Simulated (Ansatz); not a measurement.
## A hypothetical structure for CrRhS4

Starting from a made-up structure for CrRhS4, the aim is the relaxed cell, its shortest contacts and, where a second run follows, its electronic structure.

Calculated with Ansatz 0.2.0; DFT, PBEsol, plane-wave PAW, files of the set soft_1, scalar-relativistic, ferromagnetic start, cell and ions relaxed at zero pressure; PAW set soft_1, in the first sound run; inputs show where later runs differ.

## 1. The starting structure

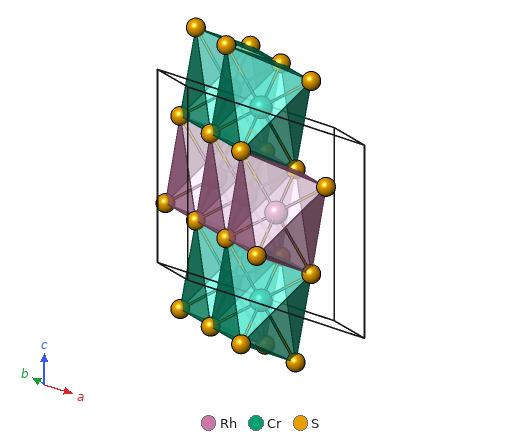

Start, viewed slightly off an axis; rhodium pink, chromium teal, sulfur orange. 1×2×1 cells are drawn. Some periodic images of atoms are drawn too.

## 2. Relaxing cell and atoms

The guess takes its coordinates from another compound and its volume from a rule, so the cell and any free coordinates are relaxed together.

input.yaml

```yaml
crystal:
  lattice:
    - [6.217, 0.0, 0.0]
    - [0.0, 3.665, 0.0]
    - [-2.136933106, 0.0, 5.861624169]
  atoms:
    - { symbol: Rh, position: [0.5, 0.0, 0.5], spin: 0.6 }
    - { symbol: Cr, position: [0.5, 0.5, 0.0], spin: 3.0 }
    - { symbol: S, position: [0.3014, 0.0, 0.7584] }
    - { symbol: S, position: [0.3038, 0.5, 0.2622] }
    - { symbol: S, position: [0.6962, 0.5, 0.7378] }
    - { symbol: S, position: [0.6986, 0.0, 0.2416] }
magnetization:
  spin_polarized: true
kpoints:
  mp_grid: { grid: [5, 7, 5] }
scf:
  occupations: { method: fermi_dirac, width: 0.05 }
hamiltonian:
  xc: pbesol
  pseudopotentials: { kind: paw, azcp: { folder: soft_1 }, xc_functional: pbe }
relax:
  f_tol: 0.015
  max_steps: 70
  cell: {}
output:
  forces: true
  stress: true
```

Launch:

```bash
$ ansatz run input.yaml --threads 4 --pin off --max-ram 10240MiB --backend cpu --events-out ev --progress --plain --runs-dir out
```

Numbers of over 12 decimals in the logs are rounded to 6 here.

What it wrote:

```text
Engine: ansatz 0.2.0, aarch64-unknown-linux-gnu
Pseudopotentials: kind: paw
Pseudopotential: Rh, paw, valence charge 17, recommended cutoff 420 eV (normal), soft_1/Rh.paw.azcp
Pseudopotential: Cr, paw, valence charge 14, recommended cutoff 420 eV (normal), soft_1/Cr.paw.azcp
Pseudopotential: S, paw, valence charge 6, recommended cutoff 420 eV (normal), soft_1/S.paw.azcp
Functional definition: PBEsol
  exchange = pbesol_x
  correlation = pbesol_c
Crystal: 6 atoms, lattice volume = 133.559 Å³
Basis set: ecut = 420 eV, 2587 PW (Γ), exchange–correlation on 90×50×90 points (8 copies of the dense FFT grid, shifted against one another)
Bands: 36, of which v1, the nominal top of the filled ones, is band 28 counted from 1 (27 counted from 0)
Symmetry: 4 space group operations
Space group: P2/m (ITA 10), of the structure as read, at distance tolerance 5.1e-5 Å
Magnetic group: BNS 10.42 (UNI 49), of the structure as read, at distance tolerance 5.1e-5 Å
k-points: 52 of 175
Non-local potential: Rh, projectors of the file, l = 0: 3, l = 1: 2, l = 2: 2, l = 3: 1
Non-local potential: Cr, projectors of the file, l = 0: 3, l = 1: 2, l = 2: 3, l = 3: 1
Non-local potential: S, projectors of the file, l = 0: 2, l = 1: 2, l = 2: 1
PAW form: soft (Blöchl's): semilocal exchange-correlation on the pseudo side does not see the compensation charge
PAW frozen core: Rh, regenerated for the run's functional, and the local potential with it (the file was generated under x = pbe(κ = 0.804, μ = 0.219515), c = pbe(β = 0.066725))
PAW frozen core: Cr, regenerated for the run's functional, and the local potential with it (the file was generated under x = pbe(κ = 0.804, μ = 0.219515), c = pbe(β = 0.066725))
PAW frozen core: S, regenerated for the run's functional, and the local potential with it (the file was generated under x = pbe(κ = 0.804, μ = 0.219515), c = pbe(β = 0.066725))
PAW one-centre angular grid: Rh, 590 points (default); XC on 64 Gauss nodes
PAW one-centre angular grid: Cr, 590 points (default); XC on 64 Gauss nodes
PAW one-centre angular grid: S, 110 points (default); XC on 64 Gauss nodes
Initial density: superposition of atomic densities (chi_scale 0.1, normalization cell, long waves kept (reshape's long-wave potential 0.09 eV rms))
Starting moments: Σ|m| = 3.6 μB on 2 of 6 sites
Initial wavefunctions: pseudopotential atomic-orbital guess
Functional: x = pbesol(κ = 0.804, μ = 0.123457), c = pbesol(β = 0.046)
SCF iter   1: F=—  HF=-13231.734327 eV  |F-HF|=—  |Δ(HF+E_count)|=         —  Δρ=4.88e-2 (↑4.88e-2 ↓4.54e-2)  dr2=2.09e1  dr2_m=1.50e-1  M=3.229 μB ∫|m|=3.525 μB  β_m=0.30  ethr=3.10e-3  ⟨swp⟩=9.0  Hψ=19398  notcnv=0
Mixer restart at iter 1: flushing history
preconditioner: auto → Kerker (q_TF=auto, 2.353 Å⁻¹)  [metal: Δε(μ)=0.003 eV  Ē_g=7.824 eV  σ=0.050 eV  W_gap=0.02  n_scr=30 (ndim 8)  ℏωp=20.1 eV  f_vac=0.095  D(μ)=6.16/eV (n_scr^D=56)]
spin=Collinear: Kerker preconditioning applied to the charge; magnetization (m = ρ↑ − ρ↓) channel mixes plain (no charge-response kernel on spin).
SCF iter   2: F=—  HF=-13230.086534 eV  |F-HF|=—  |Δ(HF+E_count)|=    1.65e0  Δρ=2.53e-2 (↑2.53e-2 ↓2.33e-2)  dr2=6.00e0  dr2_m=7.31e-2  M=3.094 μB ∫|m|=3.465 μB  β_m=0.43  ethr=3.10e-3  ⟨swp⟩=3.0  Hψ=8346  notcnv=0  defer=204
SCF iter   3: F=—  HF=-13229.163713 eV  |F-HF|=—  |Δ(HF+E_count)|=   9.23e-1  Δρ=1.17e-2 (↑9.52e-3 ↓1.17e-2)  dr2=5.92e-1  dr2_m=2.10e-2  M=2.772 μB ∫|m|=3.324 μB  β_m=0.72  ethr=3.10e-3  ⟨swp⟩=3.0  Hψ=7344  notcnv=0  defer=208
SCF iter   4: F=—  HF=-13229.293811 eV  |F-HF|=—  |Δ(HF+E_count)|=   1.30e-1  Δρ=4.47e-3 (↑3.19e-3 ↓4.47e-3)  dr2=9.52e-2  dr2_m=9.50e-3  M=2.351 μB ∫|m|=3.230 μB  β_m=0.80  ethr=1.08e-3  ⟨swp⟩=2.0  Hψ=7329  notcnv=0  defer=208
SCF iter   5: F=—  HF=-13229.341309 eV  |F-HF|=—  |Δ(HF+E_count)|=         —  Δρ=6.36e-3 (↑5.42e-3 ↓6.36e-3)  dr2=4.61e-2  dr2_m=3.78e-2  M=1.843 μB ∫|m|=3.250 μB  β_m=0.80  ethr=1.73e-4  ⟨swp⟩=2.8  Hψ=6120  notcnv=0  defer=208
Mixer restart at iter 5: flushing history
SCF iter   6: F=—  HF=-13229.338586 eV  |F-HF|=—  |Δ(HF+E_count)|=   2.72e-3  Δρ=3.64e-3 (↑3.64e-3 ↓2.04e-3)  dr2=1.89e-2  dr2_m=7.23e-3  M=1.783 μB ∫|m|=3.368 μB  β_m=0.86  ethr=8.38e-5  ⟨swp⟩=2.9  Hψ=6836  notcnv=0  defer=208
SCF iter   7: F=—  HF=-13229.340893 eV  |F-HF|=—  |Δ(HF+E_count)|=   2.31e-3  Δρ=2.71e-3 (↑2.71e-3 ↓1.30e-3)  dr2=1.51e-2  dr2_m=2.68e-3  M=1.715 μB ∫|m|=3.356 μB  β_m=0.76  ethr=3.44e-5  ⟨swp⟩=2.2  Hψ=7452  notcnv=0  defer=208
SCF iter   8: F=—  HF=-13229.339925 eV  |F-HF|=—  |Δ(HF+E_count)|=   9.68e-4  Δρ=1.04e-3 (↑1.04e-3 ↓3.09e-4)  dr2=3.92e-3  dr2_m=3.53e-4  M=1.709 μB ∫|m|=3.424 μB  β_m=0.87  ethr=2.75e-5  ⟨swp⟩=2.0  Hψ=7019  notcnv=0  defer=208
SCF iter   9: F=—  HF=-13229.340440 eV  |F-HF|=—  |Δ(HF+E_count)|=   5.15e-4  Δρ=2.74e-4 (↑2.74e-4 ↓2.52e-4)  dr2=8.36e-4  dr2_m=2.40e-6  M=1.698 μB ∫|m|=3.422 μB  β_m=0.86  ethr=7.12e-6  ⟨swp⟩=2.6  Hψ=5888  notcnv=0  defer=208
SCF iter  10: F=—  HF=-13229.340747 eV  |F-HF|=—  |Δ(HF+E_count)|=   3.08e-4  Δρ=4.49e-4 (↑4.49e-4 ↓1.06e-4)  dr2=5.16e-4  dr2_m=5.24e-5  M=1.692 μB ∫|m|=3.422 μB  β_m=0.93  ethr=1.52e-6  ⟨swp⟩=2.0  Hψ=5534  notcnv=0  defer=208
SCF iter  11: F=—  HF=-13229.340845 eV  |F-HF|=—  |Δ(HF+E_count)|=   9.73e-5  Δρ=7.39e-5 (↑7.39e-5 ↓4.40e-5)  dr2=3.70e-5  dr2_m=1.53e-6  M=1.694 μB ∫|m|=3.423 μB  β_m=0.97  ethr=9.37e-7  ⟨swp⟩=2.3  Hψ=5297  notcnv=0  defer=208
SCF iter  12: F=—  HF=-13229.340878 eV  |F-HF|=—  |Δ(HF+E_count)|=   3.31e-5  Δρ=4.14e-5 (↑4.14e-5 ↓2.08e-5)  dr2=7.32e-6  dr2_m=3.42e-7  M=1.694 μB ∫|m|=3.425 μB  β_m=0.98  ethr=6.73e-8  ⟨swp⟩=2.0  Hψ=5564  notcnv=0  defer=208
SCF iter  13: F=—  HF=-13229.340881 eV  |F-HF|=—  |Δ(HF+E_count)|=   3.54e-6  Δρ=4.45e-5 (↑4.45e-5 ↓6.21e-6)  dr2=3.78e-6  dr2_m=6.82e-7  M=1.693 μB ∫|m|=3.424 μB  β_m=0.99  ethr=1.33e-8  ⟨swp⟩=2.0  Hψ=5430  notcnv=0  defer=208
SCF iter  14: F=—  HF=-13229.340881 eV  |F-HF|=—  |Δ(HF+E_count)|=   2.19e-7  Δρ=2.77e-5 (↑2.77e-5 ↓4.22e-6)  dr2=1.45e-6  dr2_m=2.05e-7  M=1.694 μB ∫|m|=3.424 μB  β_m=0.93  ethr=6.87e-9  ⟨swp⟩=1.0  Hψ=3746  notcnv=0  defer=208
SCF iter  15: F=—  HF=-13229.340881 eV  |F-HF|=—  |Δ(HF+E_count)|=   4.77e-8  Δρ=4.14e-6 (↑4.14e-6 ↓2.03e-6)  dr2=7.39e-8  dr2_m=3.40e-9  M=1.694 μB ∫|m|=3.424 μB  β_m=0.97  ethr=2.63e-9  ⟨swp⟩=2.2  Hψ=5084  notcnv=0  defer=208
SCF iter  16: F=-13229.340881 eV  HF=-13229.340881 eV  |F-HF|=1.96e-8  |Δ(HF+E_count)|=   3.83e-8  Δρ=2.77e-6 (↑2.77e-6 ↓1.25e-6)  dr2=4.81e-8  dr2_m=1.36e-9  M=1.694 μB ∫|m|=3.424 μB  ethr=1.34e-10  ⟨swp⟩=2.8  Hψ=12522  notcnv=0
[...]
relax step   6: F+E_penalty+E_count = -13230.20927179 eV  Δ(F+E_penalty+E_count) = -7.127e-4 eV  max|allowed force component| = 3.176e-3 eV/Å  Δτ_max = 0.0089 Å  P = -0.013 GPa  Ω = 103.592 Å³  energy of the carried Pulay correction = +7.270e-3 eV  (9 SCF iters, dr2 threshold 1.46e-7 eV, accepted)
Basis set: ecut = 420 eV, 2045 PW (Γ), exchange–correlation on 80×48×80 points (8 copies of the dense FFT grid, shifted against one another)
Initial wavefunctions: pseudopotential atomic-orbital guess (no wavefunctions were taken with the density)
iter 1 solved again at ethr=2.52e-6 eV; its pass at ethr=3.10e-3 eV (dr2=1.39e-3 eV) is discarded
SCF iter   1: F=—  HF=-13230.203395 eV  |F-HF|=—  |Δ(HF+E_count)|=         —  Δρ=3.31e-4 (↑3.31e-4 ↓1.89e-4)  dr2=2.19e-4  dr2_m=1.61e-5  M=1.940 μB ∫|m|=2.802 μB  β_m=0.65  ethr=2.52e-6  ⟨swp⟩=3.3  Hψ=27885  notcnv=0
preconditioner: auto → Kerker (q_TF=auto, 1.959 Å⁻¹)  [metal: Δε(μ)=0.004 eV  Ē_g=8.224 eV  σ=0.050 eV  W_gap=0.02  n_scr=10 (ndim 8)  ℏωp=22.8 eV  f_vac=0.012  D(μ)=5.85/eV (n_scr^D=56)]
spin=Collinear: Kerker preconditioning applied to the charge; magnetization (m = ρ↑ − ρ↓) channel mixes plain (no charge-response kernel on spin).
SCF iter   2: F=—  HF=-13230.203302 eV  |F-HF|=—  |Δ(HF+E_count)|=   9.37e-5  Δρ=1.07e-4 (↑1.07e-4 ↓7.71e-5)  dr2=1.31e-5  dr2_m=1.96e-6  M=1.941 μB ∫|m|=2.804 μB  β_m=0.45  ethr=3.98e-7  ⟨swp⟩=2.7  Hψ=6399  notcnv=0
SCF iter   3: F=—  HF=-13230.203323 eV  |F-HF|=—  |Δ(HF+E_count)|=   2.09e-5  Δρ=4.55e-5 (↑4.55e-5 ↓4.34e-5)  dr2=2.15e-6  dr2_m=3.01e-7  M=1.941 μB ∫|m|=2.804 μB  β_m=0.63  ethr=2.38e-8  ⟨swp⟩=2.0  Hψ=6477  notcnv=0
SCF iter   4: F=—  HF=-13230.203352 eV  |F-HF|=—  |Δ(HF+E_count)|=   2.94e-5  Δρ=6.19e-5 (↑6.19e-5 ↓2.20e-5)  dr2=9.01e-6  dr2_m=8.60e-7  M=1.943 μB ∫|m|=2.805 μB  β_m=0.81  ethr=3.92e-9  ⟨swp⟩=2.0  Hψ=6535  notcnv=0  recentre
SCF iter   5: F=—  HF=-13230.203364 eV  |F-HF|=—  |Δ(HF+E_count)|=   1.18e-5  Δρ=5.52e-5 (↑5.52e-5 ↓2.39e-5)  dr2=9.55e-6  dr2_m=5.98e-7  M=1.943 μB ∫|m|=2.805 μB  β_m=0.91  ethr=3.92e-9  ⟨swp⟩=2.0  Hψ=6109  notcnv=0
SCF iter   6: F=—  HF=-13230.203371 eV  |F-HF|=—  |Δ(HF+E_count)|=   7.50e-6  Δρ=4.86e-5 (↑4.86e-5 ↓1.56e-5)  dr2=5.83e-6  dr2_m=4.96e-7  M=1.944 μB ∫|m|=2.805 μB  β_m=0.94  ethr=3.92e-9  ⟨swp⟩=2.7  Hψ=6874  notcnv=0
SCF iter   7: F=—  HF=-13230.203377 eV  |F-HF|=—  |Δ(HF+E_count)|=   5.76e-6  Δρ=5.36e-6 (↑5.36e-6 ↓2.65e-6)  dr2=6.35e-8  dr2_m=6.60e-9  M=1.944 μB ∫|m|=2.805 μB  β_m=0.97  ethr=3.92e-9  ⟨swp⟩=3.1  Hψ=7324  notcnv=0
SCF iter   8: F=—  HF=-13230.203377 eV  |F-HF|=—  |Δ(HF+E_count)|=   1.01e-8  Δρ=9.24e-7 (↑9.24e-7 ↓5.29e-7)  dr2=3.37e-9  dr2_m=1.46e-10  M=1.945 μB ∫|m|=2.805 μB  β_m=0.98  ethr=1.15e-10  ⟨swp⟩=3.3  Hψ=8155  notcnv=0
SCF iter   9: F=—  HF=-13230.203377 eV  |F-HF|=—  |Δ(HF+E_count)|=   6.04e-9  Δρ=2.31e-7 (↑2.31e-7 ↓2.04e-7)  dr2=3.14e-10  dr2_m=2.95e-12  M=1.945 μB ∫|m|=2.805 μB  β_m=0.99  ethr=6.12e-12  ⟨swp⟩=2.8  Hψ=7038  notcnv=0
SCF iter  10: F=—  HF=-13230.203377 eV  |F-HF|=—  |Δ(HF+E_count)|=  3.71e-10  Δρ=3.00e-7 (↑3.00e-7 ↓6.47e-8)  dr2=1.98e-10  dr2_m=1.82e-11  M=1.945 μB ∫|m|=2.805 μB  β_m=1.00  ethr=1.00e-12  ⟨swp⟩=2.9  Hψ=7707  notcnv=0
SCF iter  11: F=—  HF=-13230.203377 eV  |F-HF|=—  |Δ(HF+E_count)|=  1.02e-10  Δρ=6.85e-8 (↑6.85e-8 ↓4.53e-8)  dr2=1.91e-11  dr2_m=8.50e-13  M=1.945 μB ∫|m|=2.805 μB  β_m=0.94  ethr=1.00e-12  ⟨swp⟩=2.0  Hψ=6092  notcnv=0
SCF iter  12: F=—  HF=-13230.203377 eV  |F-HF|=—  |Δ(HF+E_count)|=  5.46e-12  Δρ=5.14e-8 (↑5.14e-8 ↓2.10e-8)  dr2=6.58e-12  dr2_m=4.54e-13  M=1.945 μB ∫|m|=2.805 μB  β_m=0.97  ethr=1.00e-12  ⟨swp⟩=1.5  Hψ=3871  notcnv=0
SCF iter  13: F=—  HF=-13230.203377 eV  |F-HF|=—  |Δ(HF+E_count)|=  7.28e-12  Δρ=1.54e-8 (↑1.54e-8 ↓1.21e-8)  dr2=1.08e-12  dr2_m=5.54e-14  M=1.945 μB ∫|m|=2.805 μB  β_m=0.99  ethr=1.00e-12  ⟨swp⟩=1.0  Hψ=3744  notcnv=0
SCF iter  14: F=-13230.203377 eV  HF=-13230.203377 eV  |F-HF|=3.46e-11  |Δ(HF+E_count)|=    0.00e0  Δρ=1.04e-7 (↑1.04e-7 ↓4.52e-8)  dr2=3.46e-11  dr2_m=1.56e-12  M=1.945 μB ∫|m|=2.805 μB  ethr=1.00e-12  ⟨swp⟩=2.4  Hψ=9609  notcnv=0
SCF 7 converged in 14 iterations: F = -13230.203377 eV  dr2 = 3.46e-11
relax step   7: F+E_penalty+E_count = -13230.20337705 eV  Δ(F+E_penalty+E_count) = +5.895e-3 eV  max|allowed force component| = 2.829e-3 eV/Å  Δτ_max = 0.0000 Å  P = -0.017 GPa  Ω = 103.592 Å³  stress off target by 4.71e-2 GPa  SCF on the basis re-selected at this cell (its energy is not comparable with the rows above)  (14 SCF iters)
basis re-selected at this cell: Δ(F+E_penalty+E_count) = +5.895e-3 eV, ΔP = -0.004 GPa vs the last step (what re-selecting the basis moved, of the pressure what is left beyond the Pulay correction that the steps carried, after the strain that the cell walked since its last selection, with what the two solves' SCF thresholds leave and, on support functions, any second-order correction that the steps lacked; it is no measure of the basis error at this ecutwfc). The dense FFT grid was sized anew with the basis: this SCF ran on 40×24×40 points, the steps before it on 45×25×45, so part of this shift can come from that change (see relax.cell in the input reference). [rest of the remark cut]
SCF converged after 14 iterations
Magnetization: 1.9445 μB (28.4723 up, 26.5277 down)
Absolute magnetization: 2.8064 μB (∫|ρ↑−ρ↓|, with the PAW one-centre terms)
Spin contamination: 0.3595 ħ² per cell (⟨S²⟩ above its minimum at these occupations)
Per-site moments (μB) at R_I (Å): [(0.068753, 0.967944), (2.005718, 0.955944), (-0.087377, 0.960398), (-0.070832, 0.955944), (-0.070832, 0.955944), (-0.087377, 0.960398)]
Free energy (F): -13230.203377 eV
Harris-Foulkes:  -13230.203377 eV  (|F-HF|=3.46e-11)
Internal energy: -13230.156029 eV  (E = F + TS)
E sigma→0 (E₀):  -13230.179703 eV
Entropy (-TS):   -0.047348 eV (-7.891 meV/atom)
Fermi energy:    9.487243 eV
--- Per-component energies (eV) ---
  E_band       = -509.771771
  E_kinetic    = 1259.583309
  E_local      = -5650.595627  (includes V_loc(G=0)·N_el)
  E_nonlocal   = 485.455134
  E_hartree    = 2361.445682
  E_xc         = -666.231841
  E_vxc        = -728.131386  (∫ρ·V_xc dr)
  E_paw        = -7101.120784  (= ΣΔE_a)
  E_vpaw       = -598.975428  (= ΣTr[D̂ρ^β])
  E_aug_tail   = 0.000923  (compensation charges beyond the density's cutoff)
  E_ewald      = -3919.376823
  E_core_change = 0.683998  (= ΣΔE_core)
  E_smearing   = -0.047348  (= −TS)
  E_closure    = -0.000000  (closes the sum)
  Σ components = -13230.203377   (vs F -13230.203377, Δ=0.00e0)
--- Forces (eV/Å), atoms counted from 1 ---
  atom   1  Rh     0.00000000     0.00000000     0.00000000
  atom   2  Cr     0.00000000     0.00000000    -0.00000000
  atom   3  S      0.00085938     0.00000000    -0.00282925
  atom   4  S      0.00214728     0.00000000     0.00197627
  atom   5  S     -0.00214728    -0.00000000    -0.00197627
  atom   6  S     -0.00085938    -0.00000000     0.00282925
  max |Σ_I F_I| component: 4.34e-19 eV/Å
--- Stress (GPa, compression-positive) ---
       -0.044669       0.000000       0.008687
        0.000000       0.010614       0.000000
        0.008687       0.000000      -0.015911
  P = ⅓ Tr σ = -0.0167 GPa (-0.167 kbar)
--- Relaxed structure (6 steps of the walk, 6 accepted, 1 SCFs on fresh bases) ---
  F+E_penalty+E_count = -13230.20337705 eV   max|allowed force component| = 2.829e-3 eV/Å   (the final SCF, on the basis selected at the relaxed cell)
  cell:  # Å, volume = 103.5917 Å³
    - [5.873971, 5.570343853376949e-17, 0.055839]
    - [3.2837880364527134e-17, 3.369223, 6.567576072905429e-17]
    - [-1.966379, 8.589202530015283e-17, 5.215668]
  atoms:
    - { symbol: Rh, position: [0.5, 0, 0.500000] }
    - { symbol: Cr, position: [0.5, 0.500000, 0.0] }
    - { symbol: S, position: [0.254113, 0, 0.756235] }
    - { symbol: S, position: [0.253917, 0.500000, 0.247797] }
    - { symbol: S, position: [0.746083, 0.500000, 0.752203] }
    - { symbol: S, position: [0.745887, 0, 0.243765] }
```

Run time: 50 s. Hardware: 4 threads of Arm Neoverse V2, shared host; peak memory 0.71 GiB.

Step by step:

```tsv
step	energy less that of the first step (eV)	largest force component (eV/Å)	pressure (GPa)	volume (Å³)
1	0.0000	0.4525	-6.58	133.56
2	-0.5514	0.3466	-2.72	119.59
3	-0.8447	0.1089	-1.65	107.69
4	-0.8641	0.0327	0.68	102.62
5	-0.8677	0.0227	0.11	103.90
6	-0.8684	0.0032	-0.01	103.59
7*	-0.8625	0.0028	-0.02	103.59
```

Relaxation steps marked * repeat the geometry before them on a plane-wave basis chosen anew for their cell, so energy and pressure can jump there.

Forces are held to the 4 operations that the run works with; a distortion that breaks them can't arise in this run.

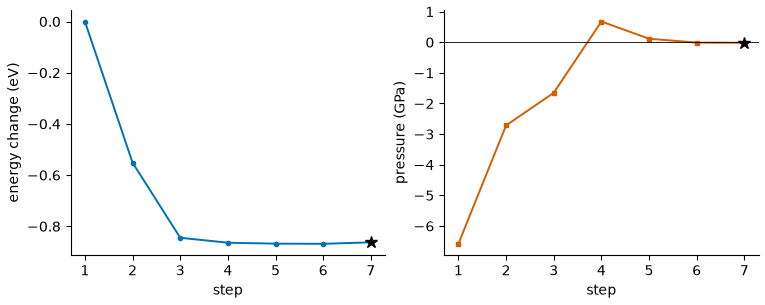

Energy and pressure along the relaxation. Stars mark steps on a basis chosen anew.

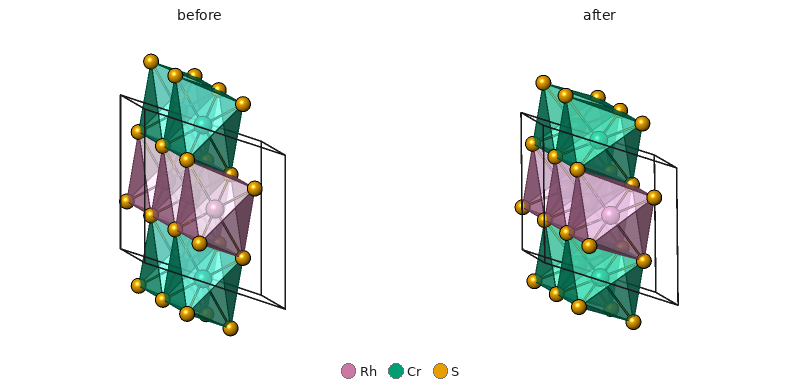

The structure before and after the relaxation, drawn at the same scale.

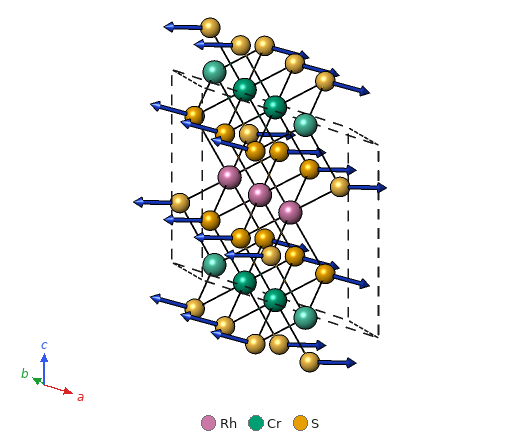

Displacements in the relaxation, exaggerated, measured against the changing cell; the longest in the cell stands for 0.28 Å. 1×2×1 cells are drawn. Some periodic images of atoms are drawn too.

```tsv
cell as run	before	after	change
a (Å)	6.217	5.874	-5.5 %
b (Å)	3.665	3.369	-8.1 %
c (Å)	6.239	5.574	-10.7 %
β (°)	110.03	110.11	+0.1 %
volume (Å³/atom)	22.26	17.27	-22.4 %
```

The atoms that moved most (Å, as changes of fractional coordinates times the final cell):

```tsv
atom	dx	dy	dz	length
S5	0.265	0.000	0.078	0.276
S4	-0.265	0.000	-0.078	0.276
S6	0.274	0.000	0.014	0.274
S3	-0.274	0.000	-0.014	0.274
```

Final coordinates:

```xyz
6
Lattice="5.8740 0.0000 0.0558 0.0000 3.3692 0.0000 -1.9664 0.0000 5.2157" Properties=species:S:1:pos:R:3 pbc="T T T"
Rh    1.9538    0.0000    2.6358
Cr    2.9370    1.6846    0.0279
S     0.0056    0.0000    3.9585
S     1.0042    1.6846    1.3066
S     2.9034    1.6846    3.9649
S     3.9020    0.0000    1.3130
```

Numbers from this step:

| Quantity | Value |
| --- | --- |
| free energy | -13230.2034 eV |
| energy at zero smearing | -13230.1797 eV |
| smearing term TS | 0.04735 eV |
| Fermi energy | 9.487 eV |
| magnetization | 1.945 μB |
| absolute magnetization | 2.806 μB |
| site moments | 0.06875, 2.006, -0.08738, -0.07083, -0.07083, -0.08738 μB |
| electrons | 55 |
| symmetry operations | 4 |
| pressure | -0.01666 GPa |

Site moment by atom:

```tsv
atom	site moment (μB)
Rh1	0.07
Cr2	2.01
S3	-0.09
S4	-0.07
S5	-0.07
S6	-0.09
```

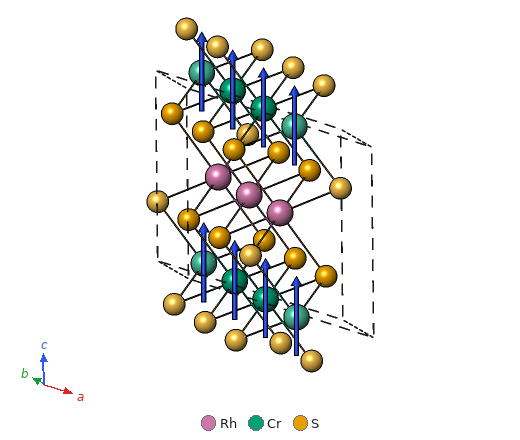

Site moment as arrows, the longest 2.01 μB. Up and down stand for the sign. Arrows give size and sign along the axis of quantisation, drawn up and down the page. 1×2×1 cells are drawn. Some periodic images of atoms are drawn too.

Shortest distances by pair of elements, guess and relaxed (not always the same contact):

```tsv
pair	guess (Å)	relaxed (Å)
Cr–S	2.352	2.317
Rh–S	2.342	2.347
S–S	3.101	3.214
Cr–Rh	3.618	3.257
Rh–Rh	3.665	3.369
```

The relaxation ends with a largest force component of 0.0028 eV/Å and a pressure of -0.02 GPa.

[end of part 1 of 2]

[Logs are printed without paths, hosts, clocks, repeated set-up lines and the standing remarks that a program may print on its own settings, such as how far it seeks lower states.]

[Hosts, paths, dates, database ids (printed as entryN), source tags and the programs' standing remarks are cut or masked in the printed files.]
